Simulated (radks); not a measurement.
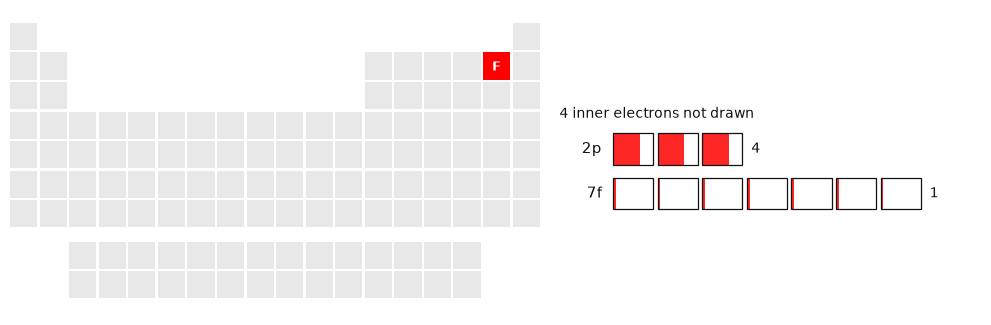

Figure 1. Left, the place of fluorine in the periodic table; right, the outer shells as the input fills them: a box for each of the 2l + 1 orbitals, shaded by the share of the shell that is filled, with the electron count at the right.

# F: atomic calculation

- system: F, configuration [He] 2s2 2p4 7f1.
- method: scalar-relativistic Kohn-Sham, PBE, spin-unpolarised, spherical densities, finite nucleus (radks)

## The input
```
Z 9
configuration [He] 2s2 2p4 7f1
relativity scalar-relativistic
functional pbe,pbe
spin unpolarised
nucleus finite rms 2.8976 fm
c 137.035999084
```

Energies in input and log are in hartree, lengths in bohr (the nuclear radius in fm).

Hardware: 1 CPU thread, shared host.

## Log
```
1s      1   2.0000         -25.11911117
2s      1   2.0000          -1.71951509
2p      1   4.0000          -1.01837786
7f      1   1.0000          -0.00825116
Etot -99.04418038752318
Ekin 98.99102235339382
Encl -232.3724117341385
Eh 44.053976091136676
Exc -9.716767097915184
err 0.0008242901405286367
it 170
```

## What the run reported

```
                   quantity                value
                    outcome        not converged
               total energy   −99.044180 hartree
             kinetic energy    98.991022 hartree
    electron–nucleus energy  −232.372412 hartree
             Hartree energy    44.053976 hartree
exchange–correlation energy    −9.716767 hartree
             SCF iterations                  170
                  wall time                0.6 s
```

## Diagnosis

The run did not meet its convergence test in 170 iterations, so its last values are not results. This is an excited configuration.
